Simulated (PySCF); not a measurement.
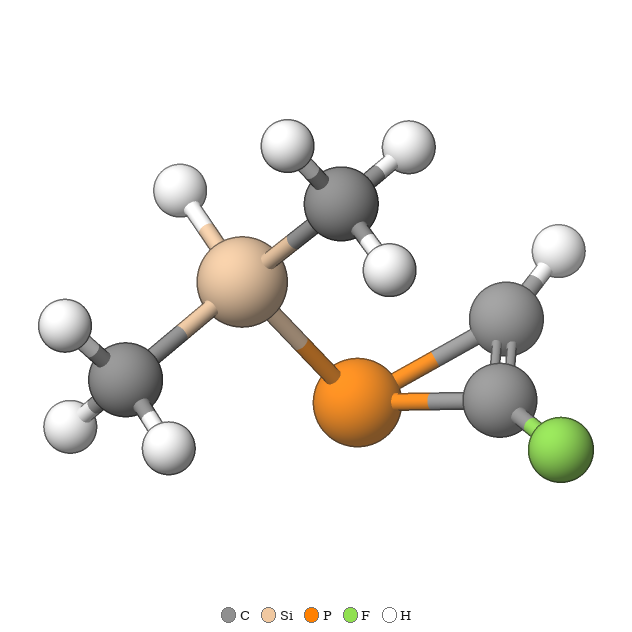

Multiple sticks mark multiple bonds (one Kekulé form).

What does the picture show?

Formula C₄H₈FPSi. As SMILES it reads `C[SiH](C)P1C=C1F`. Independent rings (smallest set): 1 of 3 members. Among its groups: alkene, C–F bond, Si–H bond. This geometry has C1 symmetry. Coordination, clear cases only: 2 C tetrahedral; 1 Si tetrahedral; 1 P trigonal pyramidal.

The parts below concern this one geometry. Atoms keep their numbers from picture to picture. The geometry was computed by an optimisation with PBE0-D3(BJ)/def2-SVP. No frequency run is at hand to confirm it as a minimum.

### Geometry

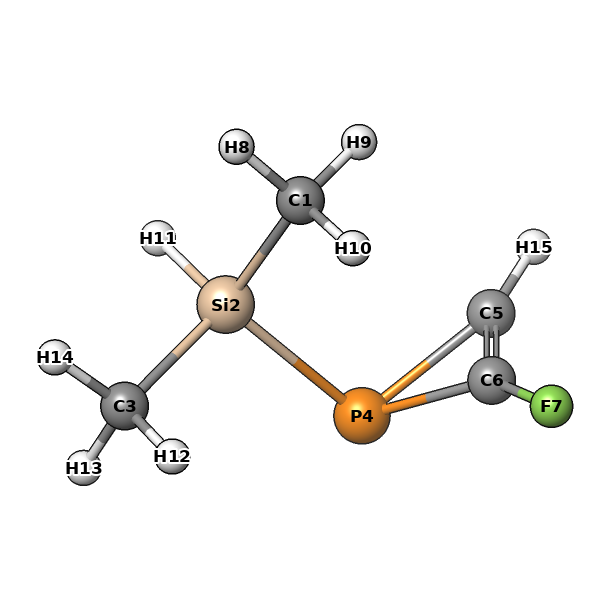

Atoms carry their numbers in the input. No frequency run is at hand to confirm it as a minimum.

Which atoms are bonded, and how long are the bonds?

| bond | length (Å) | order |
| --- | --- | --- |
| C1–Si2 | 1.880 | single |
| C1–H8 | 1.101 | single |
| C1–H9 | 1.101 | single |
| C1–H10 | 1.101 | single |
| Si2–C3 | 1.883 | single |
| Si2–P4 | 2.307 | single |
| Si2–H11 | 1.501 | single |
| C3–H12 | 1.101 | single |
| C3–H13 | 1.101 | single |
| C3–H14 | 1.101 | single |
| P4–C5 | 1.895 | single |
| P4–C6 | 1.822 | single |
| C5–C6 | 1.296 | double |
| C5–H15 | 1.086 | single |
| C6–F7 | 1.306 | single |

### NMR shielding

The questions are on isotropic NMR shieldings of the C atoms. No frequency run is at hand to confirm it as a minimum. Method: GIAO PBE0/pcSseg-1 NMR shielding, non-relativistic, gas phase (PySCF 2.14.0).

List the isotropic NMR shieldings of the C atoms.

| atom | σ (ppm) |
| --- | --- |
| C1 | 188.7 |
| C3 | 188.6 |
| C5 | 113.4 |
| C6 | 20.5 |

### Levels of theory compared

No frequency run is at hand to confirm it as a minimum. Program: PySCF 2.14.0.

At this fixed geometry, give HOMO energy (eV) at these levels: BHandHLYP/aug-pcX-1 (pcseg-1 on H) (def2-SVPD on P) (def2-SVPD on Si); PBE0/pcSseg-1; PBE0/pcSseg-1 in chloroform (IEF-PCM); PBE0/pcSseg-1 in dimethylsulfoxide (IEF-PCM); ωB97X-D/def2-SVPD; ωB97X-D/def2-SVPD in chloroform (IEF-PCM).

```json
{"level": "BHandHLYP/aug-pcX-1 (pcseg-1 on H) (def2-SVPD on P) (def2-SVPD on Si)", "HOMO energy (eV)": "−7.06"}
{"level": "PBE0/pcSseg-1", "HOMO energy (eV)": "−6.18"}
{"level": "PBE0/pcSseg-1 in chloroform (IEF-PCM)", "HOMO energy (eV)": "−6.16"}
{"level": "PBE0/pcSseg-1 in dimethylsulfoxide (IEF-PCM)", "HOMO energy (eV)": "−6.17"}
{"level": "ωB97X-D/def2-SVPD", "HOMO energy (eV)": "−7.92"}
{"level": "ωB97X-D/def2-SVPD in chloroform (IEF-PCM)", "HOMO energy (eV)": "−7.90"}
```

### Polarisability

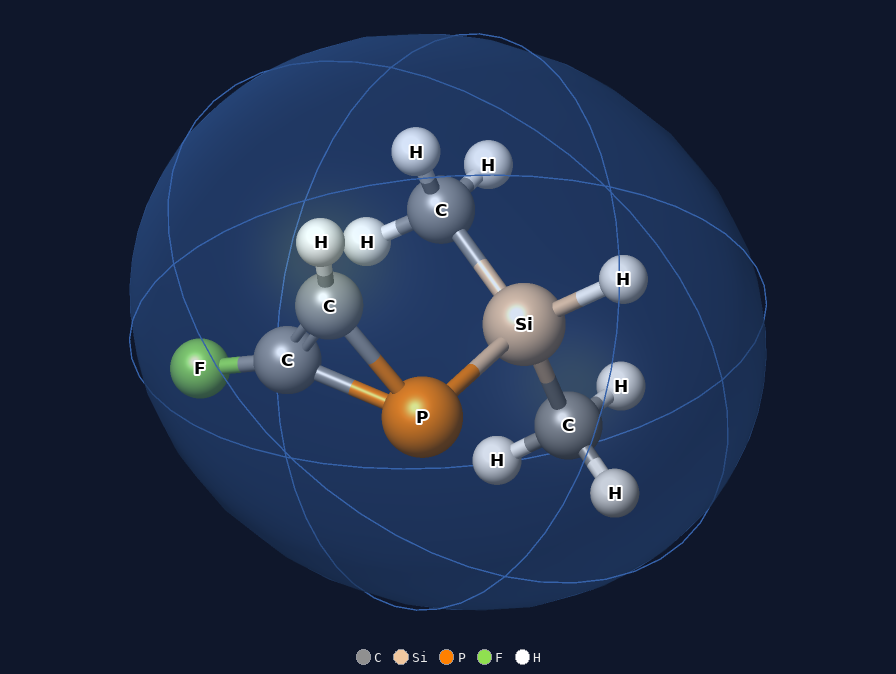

The ellipsoid shows the static dipole polarisability: its half-axes are proportional to the principal values. No frequency run is at hand to confirm it as a minimum. Method: ωB97X-D/def2-SVPD in chloroform (IEF-PCM) (PySCF 2.14.0).

> How large and how anisotropic is the polarisability?

Principal values 112.4, 122.5, 143.9 bohr³; mean 126.3 bohr³ (18.71 Å³); anisotropy 27.8 bohr³, so the longest axis is 1.28 times the shortest.
